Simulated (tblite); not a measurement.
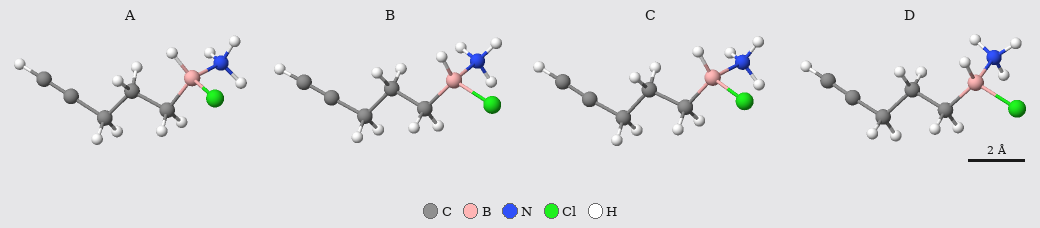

4 geometries from one relaxation of C5H11BClN, in shuffled order. The picture is a ball-and-stick view, seen at a tilt.

Computed with GFN2-xTB geometry optimisation, gas phase in tblite. 

Question: Order the frames from highest to lowest energy.

Answer: A, C, B, D. They are steps 0, 32, 72, 129, at +13.5 kcal/mol, +1.32 kcal/mol, +0.38 kcal/mol relative to the last. After 129 geometry steps the energy has fallen by 13.5 kcal/mol. The Cl atom moves most after the best rigid fit: 1.13 Å. Largest moves by element: Cl 1.13 Å, H 0.91 Å, C 0.40 Å, N 0.32 Å, B 0.30 Å. Near-neighbour distances that change, for instance: B–N 1.530 → 1.640 Å, C–C 1.492 → 1.448 Å, H–N 1.052 → 1.017 Å, C–C 1.504 → 1.531 Å. Bond angles that change, for instance: N–B–Cl 110.7° → 100.7°, C–C–B 105.0° → 113.8°, C–B–H 108.4° → 116.7°. Groups turn about B–C by about 40°. Cost: 1.6 s on 1 thread of Arm Neoverse N1, with other jobs on the host.
